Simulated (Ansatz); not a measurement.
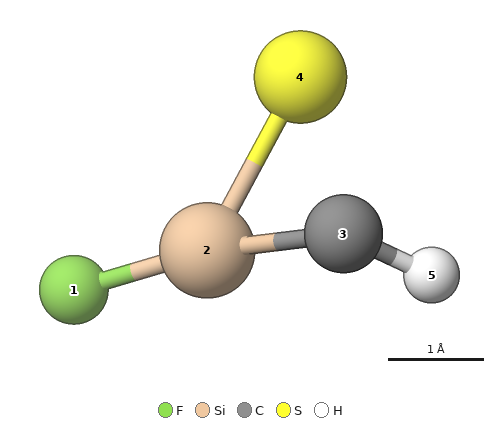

Fig. 1: The starting structure (ball-and-stick view, seen at a tilt; atoms are numbered from 1 in the order of the input).

Run report: CHFSSi, geometry relaxation

- system: CHFSSi
- method: RKS PBE-D4/cc-pVDZ (Ansatz 0.2.0)

It belongs to a series of runs on one base structure; here: end point A relaxed. Figures and captions count atoms from 1; the log counts them from 0 in places.

The program's output
```
The last accepted step is kept in [file] (removed where the run ends without a failure and the disk answers)
Engine: ansatz 0.2.0, aarch64-unknown-linux-gnu
Functional definition: PBE
  parameter kappa = 0.804
  parameter beta = 0.06672455060314922
  exchange = pbe_x(kappa = kappa, mu = beta*pi^2/3)
  correlation = pbe_c(beta = beta)
863 factors; their error is unknown
mean field evaluation 1: about -22457.3310 eV, gradient 6.4e1 eV
mean field evaluation 2: about -22398.8366 eV, gradient 1.2e2 eV
mean field evaluation 4: about -22467.8979 eV, gradient 1.8e1 eV
mean field evaluation 8: about -22468.4588 eV, gradient 2.9e-1 eV
mean field evaluation 16: about -22468.4267 eV, gradient 1.1e-3 eV
mean field -22468.42669783 eV, -825.6994514987 hartree, gradient 5.9e-5 eV, S^2 0.000000; 1 other end points of the search recorded, 0 dependent functions left out
the calculation of the forces begins
reference -22468.42672597 eV, -825.6994525328 hartree; 23, 23 occupied and 46, 46 virtual orbitals, 863 factors
relax step   1: F+E_penalty+E_count = -22468.55985240 eV  Δ(F+E_penalty+E_count) = +0.000e0 eV  max|allowed force component| = 1.725e0 eV/Å  Δτ_max = 0.0000 Å  (42 SCF iters, accepted)
these checks for a lower state are left out or cut short: starts, cluster_reference, orbital_swaps, neighbouring_geometries, increment
863 factors; their error is unknown
mean field -22468.53799930 eV, -825.7035417521 hartree, gradient 6.6e-6 eV, S^2 0.000000; 0 other end points of the search recorded, 0 dependent functions left out
the calculation of the forces begins
reference -22468.53802748 eV, -825.7035427877 hartree; 23, 23 occupied and 46, 46 virtual orbitals, 863 factors
relax step   2: F+E_penalty+E_count = -22468.67084990 eV  Δ(F+E_penalty+E_count) = -1.110e-1 eV  max|allowed force component| = 1.065e0 eV/Å  Δτ_max = 0.0643 Å  (31 SCF iters, accepted)
these checks for a lower state are left out or cut short: starts, cluster_reference, orbital_swaps, neighbouring_geometries, increment
863 factors; their error is unknown
mean field evaluation 32: about -22468.6795 eV, gradient 1.4e-1 eV
mean field -22468.64737536 eV, -825.7075612483 hartree, gradient 2.1e-5 eV, S^2 0.000000; 0 other end points of the search recorded, 0 dependent functions left out
the calculation of the forces begins
reference -22468.64740382 eV, -825.7075622941 hartree; 23, 23 occupied and 46, 46 virtual orbitals, 863 factors
relax step   3: F+E_penalty+E_count = -22468.77989078 eV  Δ(F+E_penalty+E_count) = -1.090e-1 eV  max|allowed force component| = 5.756e-1 eV/Å  Δτ_max = 0.0796 Å  (31 SCF iters, accepted)
these checks for a lower state are left out or cut short: starts, cluster_reference, orbital_swaps, neighbouring_geometries, increment
863 factors; their error is unknown
mean field -22468.64542779 eV, -825.7074896765 hartree, gradient 2.5e-5 eV, S^2 0.000000; 0 other end points of the search recorded, 0 dependent functions left out
the calculation of the forces begins
reference -22468.64545614 eV, -825.7074907183 hartree; 23, 23 occupied and 46, 46 virtual orbitals, 863 factors
relax step   4: F+E_penalty+E_count = -22468.77938419 eV  Δ(F+E_penalty+E_count) = +5.066e-4 eV  max|allowed force component| = 1.073e0 eV/Å  Δτ_max = 0.2000 Å  (35 SCF iters, rejected (line search))
these checks for a lower state are left out or cut short: starts, cluster_reference, orbital_swaps, neighbouring_geometries, increment
863 factors; their error is unknown
mean field -22468.71736379 eV, -825.7101332757 hartree, gradient 2.5e-5 eV, S^2 0.000000; 0 other end points of the search recorded, 0 dependent functions left out
the calculation of the forces begins
reference -22468.71739234 eV, -825.7101343248 hartree; 23, 23 occupied and 46, 46 virtual orbitals, 863 factors
relax step   5: F+E_penalty+E_count = -22468.85090470 eV  Δ(F+E_penalty+E_count) = -7.101e-2 eV  max|allowed force component| = 2.665e-1 eV/Å  Δτ_max = 0.0993 Å  (36 SCF iters, accepted)
these checks for a lower state are left out or cut short: starts, cluster_reference, orbital_swaps, neighbouring_geometries, increment
863 factors; their error is unknown
mean field -22468.72633024 eV, -825.7104627867 hartree, gradient 2.1e-5 eV, S^2 0.000000; 0 other end points of the search recorded, 0 dependent functions left out
the calculation of the forces begins
reference -22468.72635886 eV, -825.7104638383 hartree; 23, 23 occupied and 46, 46 virtual orbitals, 863 factors
relax step   6: F+E_penalty+E_count = -22468.85995201 eV  Δ(F+E_penalty+E_count) = -9.047e-3 eV  max|allowed force component| = 1.676e-1 eV/Å  Δτ_max = 0.0566 Å  (30 SCF iters, accepted)
these checks for a lower state are left out or cut short: starts, cluster_reference, orbital_swaps, neighbouring_geometries, increment
863 factors; their error is unknown
mean field evaluation 64: about -22468.6989 eV, gradient 1.5e-4 eV
mean field -22468.69893365 eV, -825.7094559804 hartree, gradient 2.6e-5 eV, S^2 0.000000; 0 other end points of the search recorded, 0 dependent functions left out
the calculation of the forces begins
reference -22468.69896197 eV, -825.7094570213 hartree; 23, 23 occupied and 46, 46 virtual orbitals, 863 factors
relax step   7: F+E_penalty+E_count = -22468.83286177 eV  Δ(F+E_penalty+E_count) = +2.709e-2 eV  max|allowed force component| = 4.559e-1 eV/Å  Δτ_max = 0.0808 Å  (30 SCF iters, rejected (line search))
these checks for a lower state are left out or cut short: starts, cluster_reference, orbital_swaps, neighbouring_geometries, increment
863 factors; their error is unknown
mean field -22468.72958484 eV, -825.7105823909 hartree, gradient 2.2e-5 eV, S^2 0.000000; 0 other end points of the search recorded, 0 dependent functions left out
the calculation of the forces begins
reference -22468.72961344 eV, -825.7105834420 hartree; 23, 23 occupied and 46, 46 virtual orbitals, 863 factors
relax step   8: F+E_penalty+E_count = -22468.86331438 eV  Δ(F+E_penalty+E_count) = -3.362e-3 eV  max|allowed force component| = 6.856e-2 eV/Å  Δτ_max = 0.0172 Å  (30 SCF iters, accepted)
these checks for a lower state are left out or cut short: starts, cluster_reference, orbital_swaps, neighbouring_geometries, increment
863 factors; their error is unknown
mean field -22468.72987724 eV, -825.7105931364 hartree, gradient 2.5e-5 eV, S^2 0.000000; 0 other end points of the search recorded, 0 dependent functions left out
the calculation of the forces begins
reference -22468.72990587 eV, -825.7105941885 hartree; 23, 23 occupied and 46, 46 virtual orbitals, 863 factors
relax step   9: F+E_penalty+E_count = -22468.86362087 eV  Δ(F+E_penalty+E_count) = -3.065e-4 eV  max|allowed force component| = 3.137e-2 eV/Å  Δτ_max = 0.0050 Å  (31 SCF iters, accepted)
these checks for a lower state are left out or cut short: starts, cluster_reference, orbital_swaps, neighbouring_geometries, increment
863 factors; their error is unknown
mean field -22468.72860603 eV, -825.7105464204 hartree, gradient 6.6e-6 eV, S^2 0.000000; 0 other end points of the search recorded, 0 dependent functions left out
the calculation of the forces begins
reference -22468.72863473 eV, -825.7105474751 hartree; 23, 23 occupied and 46, 46 virtual orbitals, 863 factors
relax step  10: F+E_penalty+E_count = -22468.86236476 eV  Δ(F+E_penalty+E_count) = +1.256e-3 eV  max|allowed force component| = 8.032e-2 eV/Å  Δτ_max = 0.0214 Å  (30 SCF iters, rejected (line search))
these checks for a lower state are left out or cut short: starts, cluster_reference, orbital_swaps, neighbouring_geometries, increment
863 factors; their error is unknown
mean field -22468.73009074 eV, -825.7106009823 hartree, gradient 2.6e-5 eV, S^2 0.000000; 0 other end points of the search recorded, 0 dependent functions left out
the calculation of the forces begins
reference -22468.73011940 eV, -825.7106020357 hartree; 23, 23 occupied and 46, 46 virtual orbitals, 863 factors
relax step  11: F+E_penalty+E_count = -22468.86380164 eV  Δ(F+E_penalty+E_count) = -1.808e-4 eV  max|allowed force component| = 1.613e-2 eV/Å  Δτ_max = 0.0088 Å  (30 SCF iters, accepted)
863 factors; their error is unknown
mean field evaluation 96: about -22468.7637 eV, gradient 6.2e-2 eV
```

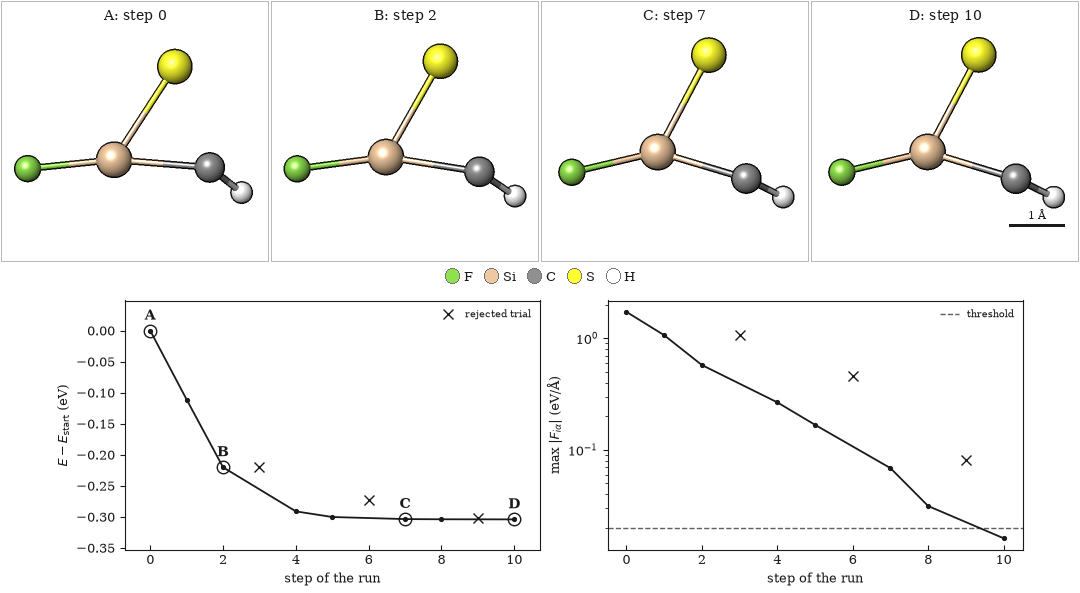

Fig. 2: Frames of the relaxation (ball-and-stick view, seen on its broad side) above the curves, on which the letters mark them (the first geometry is step 0 here and step 1 in the log).

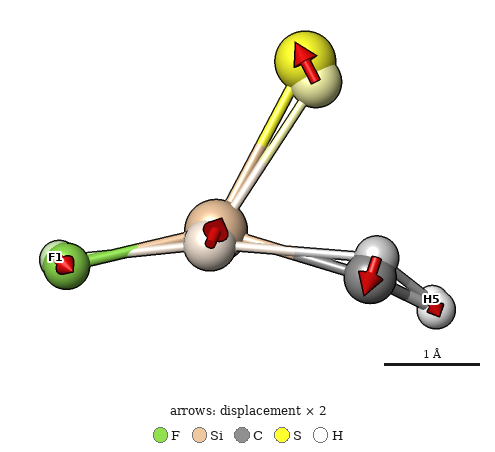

Fig. 3: Start (faint) and end (solid) with the displacements as red arrows, magnified 2 times (ball-and-stick view, seen on its broad side). The two geometries are laid on each other by the best rigid fit. Over 10 geometry steps the energy falls by 0.304 eV. The largest force component goes from 1.7 to 0.016 eV/Å. The line search rejected the trial steps at points 3, 6, 9 (counted from 0) and went back. The atom that moves furthest after the best rigid fit is S4 (0.24 Å). Largest moves by element: S 0.24 Å, Si 0.23 Å, C 0.22 Å, F 0.14 Å, H 0.10 Å. Among the contacts that change: F1–Si2 1.597 → 1.645 Å, Si2–S4 2.075 → 2.027 Å, C3–H5 1.092 → 1.117 Å, Si2–C3 1.785 → 1.771 Å. Among the angles that change: F1–Si2–C3 165.1° → 139.5°, C3–Si2–S4 64.4° → 81.6°, F1–Si2–S4 128.4° → 131.6°. (Atoms are counted from 1 in the order of the input.)

```
mean field -22468.73009074 eV, -825.7106009823 hartree, gradient 2.6e-5 eV, S^2 0.000000; 1 other end points of the search recorded, 0 dependent functions left out
the calculation of the forces begins
reference -22468.73011940 eV, -825.7106020357 hartree; 23, 23 occupied and 46, 46 virtual orbitals, 863 factors
Total energy: -22468.86383030 eV, -825.7155158206 hartree
Atom 0 at    -0.363054    -1.703792     1.473543 Å, force     0.001829     0.004638     0.003842 eV/Å
Atom 1 at    -0.169235    -0.566985     0.300002 Å, force     0.013096    -0.009511     0.003000 eV/Å
Atom 2 at     0.656472     0.979105     0.045391 Å, force     0.005854    -0.005490    -0.008803 eV/Å
Atom 3 at    -1.485711     0.263028    -0.999049 Å, force    -0.004645     0.011611    -0.010455 eV/Å
Atom 4 at     1.361538     1.028643    -0.819877 Å, force    -0.016133    -0.001248     0.012416 eV/Å
Dipole moment:     0.233674    -0.263712    -0.043506 e Å
```

Trajectory as extended XYZ (Å, eV, eV/Å), 11 frames, from step=1 to step=11
```
5
Properties=species:S:1:pos:R:3:forces:R:3 step=1 energy=-22468.55985
F    -0.4259   -1.8170    1.4101   -0.2771  -1.2229   1.1641
Si   -0.0933   -0.5382    0.5140    0.0796   1.5056  -1.7248
C     0.4986    1.0289   -0.1037    0.2310   0.1671   1.0984
S    -1.2605    0.3461   -0.9563   -0.7268  -0.4875  -0.0780
H     1.2811    0.9802   -0.8640    0.6933   0.0377  -0.4596
5
Properties=species:S:1:pos:R:3:forces:R:3 step=2 energy=-22468.67085
F    -0.4284   -1.8079    1.4250   -0.0590  -0.6225   0.7215
Si   -0.0967   -0.5444    0.4721   -0.0989   0.8574  -1.0652
C     0.5067    1.0289   -0.1082    0.5049   0.0446   0.7722
S    -1.3198    0.3240   -0.9443   -0.4018  -0.2906  -0.2016
H     1.3382    0.9994   -0.8446    0.0548   0.0111  -0.2268
5
Properties=species:S:1:pos:R:3:forces:R:3 step=3 energy=-22468.77989
F    -0.4350   -1.8014    1.4472    0.1823   0.2078   0.0631
Si   -0.1141   -0.5448    0.4263   -0.2597  -0.1113  -0.3331
C     0.5651    1.0283   -0.0541    0.5756   0.0682   0.0185
S    -1.3743    0.2888   -0.9543   -0.1048  -0.0852  -0.0731
H     1.3582    1.0291   -0.8651   -0.3934  -0.0795   0.3245
5
Properties=species:S:1:pos:R:3:forces:R:3 step=4 energy=-22468.77938 accepted=F
F    -0.4166   -1.6838    1.5099    0.1033   0.1080  -0.3460
Si   -0.1192   -0.6434    0.2524    0.4505   0.8889   0.4597
C     0.6912    1.0033    0.0836   -0.8627  -1.0726   0.4799
S    -1.4250    0.2745   -0.9937   -0.2202   0.0143  -0.1106
H     1.2696    1.0494   -0.8522    0.5290   0.0615  -0.4830
5
Properties=species:S:1:pos:R:3:forces:R:3 step=5 energy=-22468.85090
F    -0.3933   -1.7422    1.4721    0.1235   0.2665  -0.2086
Si   -0.1373   -0.5667    0.3323   -0.1568  -0.1011   0.1211
C     0.6231    1.0178    0.0231    0.1931  -0.1360  -0.0999
S    -1.4382    0.2774   -0.9852   -0.0023  -0.0449  -0.0049
H     1.3457    1.0136   -0.8423   -0.1575   0.0156   0.1923
5
Properties=species:S:1:pos:R:3:forces:R:3 step=6 energy=-22468.85995
F    -0.3623   -1.7164    1.4676   -0.0027   0.0829  -0.0407
Si   -0.1709   -0.5561    0.3128    0.0856   0.0987  -0.0702
C     0.6645    0.9999    0.0573   -0.1566  -0.1676  -0.0225
S    -1.4764    0.2620   -1.0073    0.0245  -0.0120   0.0861
H     1.3451    1.0106   -0.8304    0.0492  -0.0020   0.0473
5
Properties=species:S:1:pos:R:3:forces:R:3 step=7 energy=-22468.83286 accepted=F
F    -0.3522   -1.6712    1.4830    0.0265  -0.0663  -0.1469
Si   -0.1452   -0.5978    0.2485   -0.2193   0.0180   0.4559
C     0.6183    0.9858    0.0331    0.2796  -0.0850   0.1060
S    -1.5016    0.2777   -0.9821    0.0007  -0.0426  -0.2025
H     1.3808    1.0055   -0.7826   -0.0875   0.1758  -0.2125
5
Properties=species:S:1:pos:R:3:forces:R:3 step=8 energy=-22468.86331
F    -0.3619   -1.7065    1.4706    0.0043   0.0219  -0.0219
Si   -0.1665   -0.5645    0.3008    0.0224   0.0175   0.0401
C     0.6532    0.9907    0.0481   -0.0048  -0.0686  -0.0135
S    -1.4820    0.2641   -0.9992   -0.0128   0.0075  -0.0166
H     1.3572    1.0162   -0.8203   -0.0092   0.0216   0.0119
5
Properties=species:S:1:pos:R:3:forces:R:3 step=9 energy=-22468.86362
F    -0.3622   -1.7049    1.4712    0.0012  -0.0063   0.0091
Si   -0.1668   -0.5657    0.3007    0.0073   0.0136   0.0095
C     0.6530    0.9860    0.0463    0.0094  -0.0314  -0.0076
S    -1.4828    0.2642   -0.9987   -0.0082   0.0074  -0.0160
H     1.3588    1.0203   -0.8196   -0.0097   0.0166   0.0049
5
Properties=species:S:1:pos:R:3:forces:R:3 step=10 energy=-22468.86237 accepted=F
F    -0.3668   -1.7067    1.4748    0.0009   0.0177   0.0160
Si   -0.1686   -0.5654    0.3067    0.0007  -0.0803  -0.0456
C     0.6641    0.9727    0.0513   -0.0503   0.0651  -0.0199
S    -1.4741    0.2655   -1.0037   -0.0190   0.0117   0.0330
H     1.3454    1.0339   -0.8291    0.0676  -0.0142   0.0164
5
Properties=species:S:1:pos:R:3:forces:R:3 step=11 energy=-22468.86380
F    -0.3631   -1.7038    1.4735    0.0018   0.0046   0.0038
Si   -0.1692   -0.5670    0.3000    0.0131  -0.0095   0.0030
C     0.6565    0.9791    0.0454    0.0059  -0.0055  -0.0088
S    -1.4857    0.2630   -0.9990   -0.0046   0.0116  -0.0105
H     1.3615    1.0286   -0.8199   -0.0161  -0.0012   0.0124
```

This output came from the following input.

Input
```yaml
crystal:
  periodic: [false, false, false]
  atoms:
    - { symbol: F, position_ang: [-0.42591, -1.81701, 1.41014] }
    - { symbol: Si, position_ang: [-0.09328, -0.53818, 0.51396] }
    - { symbol: C, position_ang: [0.4986, 1.02888, -0.10375] }
    - { symbol: S, position_ang: [-1.26053, 0.34606, -0.95633] }
    - { symbol: H, position_ang: [1.28113, 0.98025, -0.86401] }
basis:
  gaussian: { orbitals: cc-pVDZ }
hamiltonian:
  xc: pbe
  dispersion: d4
relax:
  f_tol: 0.02
  max_steps: 50
```

Run as:
```bash
ansatz run input.yaml --threads 1 --pin off --max-ram 2048MiB --backend cpu --events-out ev --progress --plain --runs-dir out
```

Key numbers

| quantity | value |
| --- | --- |
| outcome | converged |
| total energy | −22468.8638 eV |
| mean-field energy | −22468.7301 eV |
| largest force (length of the vector) at the end | 0.020 eV/Å |
| hardware | 1 thread of Arm Neoverse V1, 24 GiB of memory available, shared host |
| wall time | 25 s |
| peak memory | 0.16 GiB |
